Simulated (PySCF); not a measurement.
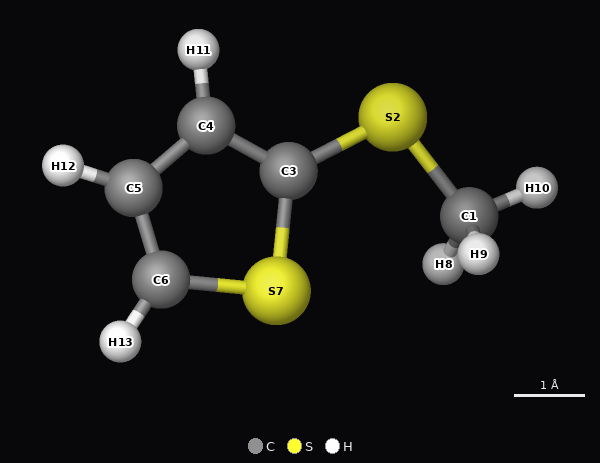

Figure 1. The structure as given in the input (ball-and-stick view, seen at a tilt; atoms are numbered from 1 in the order of the input).

# What a change does: NMR shielding calculation on C5H6S2

System: C5H6S2, SMILES CSc1cccs1.
Method of run 1: GIAO BP86/pcSseg-1 NMR shielding, non-relativistic, gas phase (PySCF 2.14.0).

The geometry comes from this level: PBE0-D3(BJ)/def2-SVP. Text and figures count atoms from 1; the logs count them from 0 in places.

### Input, run 1
```
{"job": {"kind": "nmr", "xc": "BP86", "basis": "pcSseg-1", "pop": false}, "charge": 0, "multiplicity": 1}
C      2.622615    -0.083780     0.408414
S      1.728963    -0.205576    -1.150041
C      0.071892    -0.011502    -0.624192
C     -1.033566    -0.029463    -1.444860
C     -2.248216     0.156486    -0.729363
C     -2.057567     0.312425     0.616542
S     -0.387684     0.234773     1.028395
H      2.329468    -0.885663     1.102445
H      2.470534     0.897259     0.882786
H      3.685800    -0.198760     0.157694
H     -0.970045    -0.171338    -2.524415
H     -3.232446     0.173544    -1.199921
H     -2.801471     0.468914     1.396056
```

The first line tells a small driver script what to run in PySCF; the rest is the geometry in Å.

Hardware: 1 CPU thread, shared host.

### Output (run 1)
```
coarse grid: 12400 points
cycle   1  E = -990.4029387692  dE =  9.025e-01  |g| = 5.130e-01  |ddm| = 3.772e+00
cycle   2  E = -990.2019924363  dE =  2.009e-01  |g| = 9.658e-01  |ddm| = 1.517e+00
cycle   3  E = -990.4609345638  dE = -2.589e-01  |g| = 2.085e-01  |ddm| = 1.300e+00
cycle   4  E = -990.4739749609  dE = -1.304e-02  |g| = 5.489e-02  |ddm| = 2.988e-01
cycle   5  E = -990.4744940123  dE = -5.191e-04  |g| = 3.198e-02  |ddm| = 9.386e-02
cycle   6  E = -990.4747034174  dE = -2.094e-04  |g| = 1.404e-02  |ddm| = 4.134e-02
cycle   7  E = -990.4747535753  dE = -5.016e-05  |g| = 4.357e-03  |ddm| = 1.871e-02
cycle   8  E = -990.4747585304  dE = -4.955e-06  |g| = 1.211e-03  |ddm| = 5.776e-03
final grid: 111768 points
cycle   9  E = -990.5400345548  dE = -3.166e-05  |g| = 5.407e-03  |ddm| = 3.855e-02
cycle  10  E = -990.5400136149  dE =  2.094e-05  |g| = 1.019e-02  |ddm| = 1.416e-02
cycle  11  E = -990.5400408299  dE = -2.721e-05  |g| = 1.953e-03  |ddm| = 1.083e-02
cycle  12  E = -990.5400418807  dE = -1.051e-06  |g| = 5.068e-04  |ddm| = 2.470e-03
cycle  13  E = -990.5400419495  dE = -6.877e-08  |g| = 1.995e-04  |ddm| = 8.012e-04
cycle  14  E = -990.5400419598  dE = -1.028e-08  |g| = 8.161e-05  |ddm| = 2.946e-04
cycle  15  E = -990.5400419614  dE = -1.683e-09  |g| = 1.803e-05  |ddm| = 9.718e-05
cycle  16  E = -990.5400419615  dE = -8.072e-11  |g| = 5.422e-06  |ddm| = 2.810e-05
converged SCF energy = -990.5400419615

GIAO shielding tensors (ppm)
atom      isotropic    diamagn.    paramagn.     s11        s22        s33       span
  0 C      157.959     250.876     -92.917    143.336    152.441    178.101     34.766
  1 S      447.925    1055.969    -608.044    246.186    416.518    681.073    434.887
  2 C       32.290     264.839    -232.549    -31.333     28.545     99.659    130.992
  3 C       58.363     249.363    -190.999    -15.923     52.120    138.893    154.816
  4 C       48.855     253.164    -204.309    -28.945     37.433    138.076    167.021
  5 C       56.071     261.217    -205.146    -22.853     55.824    135.243    158.096
  6 S      256.722    1058.823    -802.101    115.825    293.616    360.724    244.898
  7 H       28.744      30.103      -1.359     24.551     26.638     35.043     10.492
  8 H       28.743      29.967      -1.224     24.537     26.651     35.039     10.502
  9 H       28.993      27.073       1.920     23.868     26.204     36.906     13.039
 10 H       24.574      30.718      -6.144     20.991     24.369     28.361      7.369
 11 H       24.304      29.244      -4.939     21.399     24.352     27.163      5.764
 12 H       24.548      30.622      -6.074     21.648     24.055     27.941      6.294
```

For run 2 the input was changed thus:
```diff
-"xc": "BP86"
+"xc": "OPBE"
```

What does this change do to the results?

The total energies belong to different methods, so their difference says nothing on which is more stable or more accurate. The HOMO goes from −4.98 to −4.88 eV. The LUMO goes from −1.29 to −1.13 eV. Of all shieldings, the largest change is that of S7, by +38.7 ppm. The functional changes from BP86 to OPBE. The SCF takes 17 iterations against 16.

### Output (run 2)
```
coarse grid: 12400 points
cycle   1  E = -990.2236316285  dE =  8.950e-01  |g| = 4.663e-01  |ddm| = 3.849e+00
cycle   2  E = -990.0586697088  dE =  1.650e-01  |g| = 8.743e-01  |ddm| = 1.471e+00
cycle   3  E = -990.2734099733  dE = -2.147e-01  |g| = 1.921e-01  |ddm| = 1.215e+00
cycle   4  E = -990.2846660981  dE = -1.126e-02  |g| = 4.804e-02  |ddm| = 2.784e-01
cycle   5  E = -990.2850576625  dE = -3.916e-04  |g| = 2.817e-02  |ddm| = 8.234e-02
cycle   6  E = -990.2852227739  dE = -1.651e-04  |g| = 1.233e-02  |ddm| = 3.730e-02
cycle   7  E = -990.2852626160  dE = -3.984e-05  |g| = 3.574e-03  |ddm| = 1.647e-02
cycle   8  E = -990.2852659497  dE = -3.334e-06  |g| = 1.084e-03  |ddm| = 4.871e-03
final grid: 111768 points
cycle   9  E = -990.3224569184  dE = -1.170e-04  |g| = 1.974e-02  |ddm| = 7.116e-02
cycle  10  E = -990.3221462283  dE =  3.107e-04  |g| = 3.816e-02  |ddm| = 6.561e-02
cycle  11  E = -990.3225554546  dE = -4.092e-04  |g| = 6.151e-03  |ddm| = 4.901e-02
cycle  12  E = -990.3225661610  dE = -1.071e-05  |g| = 1.491e-03  |ddm| = 8.738e-03
cycle  13  E = -990.3225666771  dE = -5.161e-07  |g| = 6.112e-04  |ddm| = 2.261e-03
cycle  14  E = -990.3225667693  dE = -9.214e-08  |g| = 2.153e-04  |ddm| = 8.744e-04
cycle  15  E = -990.3225667812  dE = -1.195e-08  |g| = 7.078e-05  |ddm| = 2.915e-04
cycle  16  E = -990.3225667825  dE = -1.317e-09  |g| = 2.740e-05  |ddm| = 1.017e-04
cycle  17  E = -990.3225667827  dE = -1.871e-10  |g| = 5.473e-06  |ddm| = 2.956e-05
converged SCF energy = -990.3225667827

GIAO shielding tensors (ppm)
atom      isotropic    diamagn.    paramagn.     s11        s22        s33       span
  0 C      163.946     251.122     -87.176    150.475    157.914    183.448     32.973
  1 S      478.543    1055.885    -577.341    285.471    449.954    700.205    414.734
  2 C       47.721     265.047    -217.327    -12.270     45.242    110.190    122.460
  3 C       68.256     246.983    -178.726     -1.986     61.495    145.260    147.246
  4 C       59.806     251.567    -191.762    -13.464     48.475    144.407    157.871
  5 C       67.265     260.101    -192.836     -7.103     66.541    142.357    149.460
  6 S      295.439    1058.481    -763.042    164.480    328.259    393.577    229.097
  7 H       28.727      29.749      -1.021     24.388     26.631     35.164     10.776
  8 H       28.726      29.630      -0.904     24.374     26.644     35.160     10.786
  9 H       28.963      27.058       1.905     23.728     26.053     37.109     13.381
 10 H       24.473      30.837      -6.364     20.734     24.306     28.378      7.643
 11 H       24.178      29.558      -5.380     21.168     24.181     27.185      6.017
 12 H       24.403      30.917      -6.514     21.353     23.912     27.944      6.591
```

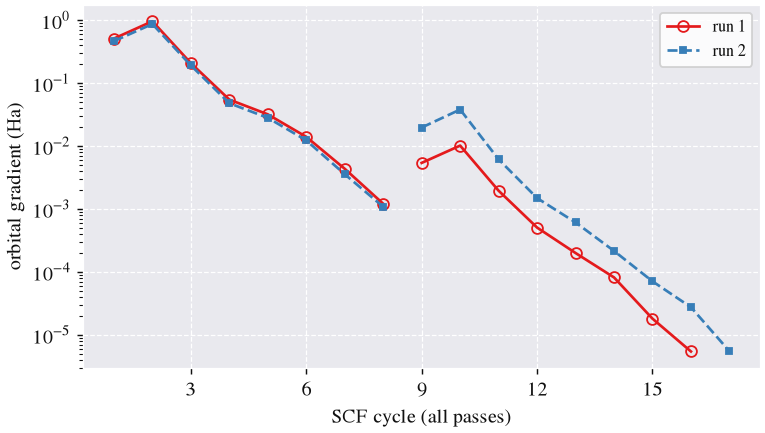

Figure 2. Convergence of the two runs: orbital gradient against the SCF cycle. A break in a curve parts two SCF passes (coarse and final grid). Run 1 takes 16 cycles in all, and run 2 takes 17.

### The two runs side by side

| quantity | run 1 | run 2 |
| --- | --- | --- |
| outcome | converged | converged |
| total energy (hartree) | −990.540042 | −990.322567 |
| HOMO (eV) | −4.98 | −4.88 |
| LUMO (eV) | −1.29 | −1.13 |
| dipole moment (D) | 1.02 | 1.00 |
| shielding of C1 (ppm) | 158.0 | 163.9 |
| shielding of S2 (ppm) | 447.9 | 478.5 |
| shielding of C3 (ppm) | 32.3 | 47.7 |
| shielding of C4 (ppm) | 58.4 | 68.3 |
| shielding of C5 (ppm) | 48.9 | 59.8 |
| shielding of C6 (ppm) | 56.1 | 67.3 |
| shielding of S7 (ppm) | 256.7 | 295.4 |
| SCF iterations | 16 | 17 |
| basis functions | 163 | 163 |
| wall time (shared host) | 18 s | 18 s |
